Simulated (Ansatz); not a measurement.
Consider C₂H₁₀BNO.

Input file:

```
crystal:
  periodic: [false, false, false]
  atoms:
    - {symbol: C, position_ang: [1.159366, 0.861276, 0.362527]}
    - {symbol: C, position_ang: [-2.598338, 1.487779, 0.708925]}
    - {symbol: B, position_ang: [-1.266538, 0.634291, 0.433978]}
    - {symbol: "N", position_ang: [-1.373413, -0.704149, 1.524646]}
    - {symbol: O, position_ang: [-0.072733, 1.314333, 0.827681]}
    - {symbol: H, position_ang: [1.446505, -0.134124, 0.776419]}
    - {symbol: H, position_ang: [1.951592, 1.568023, 0.663686]}
    - {symbol: H, position_ang: [1.185051, 0.762740, -0.740904]}
    - {symbol: H, position_ang: [-1.210225, 0.060012, -0.658720]}
    - {symbol: H, position_ang: [-2.640509, 2.345710, 0.016860]}
    - {symbol: H, position_ang: [-2.623689, 1.908395, 1.732197]}
    - {symbol: H, position_ang: [-3.530593, 0.913627, 0.555898]}
    - {symbol: H, position_ang: [-2.195505, -1.280840, 1.335471]}
    - {symbol: H, position_ang: [-1.439769, -0.343832, 2.480194]}
    - {symbol: H, position_ang: [-0.544554, -1.299475, 1.467359]}
basis:
  gaussian:
    orbitals: def2-SVPD
hamiltonian:
  xc: {name: PBE0}
output:
  forces: true
  orbitals: {seedname: orbitals}
```

Launched as:

```sh
ansatz run input.yaml --threads 2 --pin off --max-ram 4350MiB --events-out events.jsonl --progress --plain --runs-dir runs
```

Geometry: B3LYP-D3(BJ)/def2-SVP.

Theory: isolated molecule in a Gaussian basis; Kohn-Sham density functional theory, functional PBE0 in Ansatz 0.2.0.

Predict the electron density and electron localisation function between the atoms.

C–B (1.61 Å): ρ is about 1.3 e/Å³ halfway; the ELF peaks at about 1 between the atoms, as expected for localised, covalent bonding.
B–N (1.73 Å): the density is about 0.96 e/Å³ at the midpoint, with its minimum of 0.62 e/Å³ about 0.6 Å from B; the ELF peaks at about 0.95 between the atoms, as expected for a polar covalent bond.
N–H (1.02 Å): the density is about 2.8 e/Å³ at the midpoint; the ELF climbs to about 1 towards the hydrogen, as it does in any bond to H; an ordinary covalent bond to hydrogen.
C–H (1.10 Å): the density is about 1.8 e/Å³ at the midpoint; the ELF climbs to about 1 towards the hydrogen: an ordinary covalent bond to hydrogen.

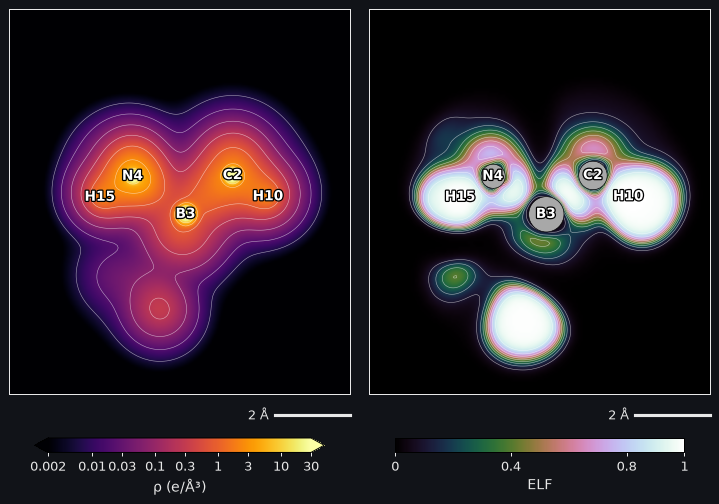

Computed electron density and electron localisation function on the plane of atoms B3, C2 and H10, in this order. Grey discs cover the atomic cores in the ELF map. 
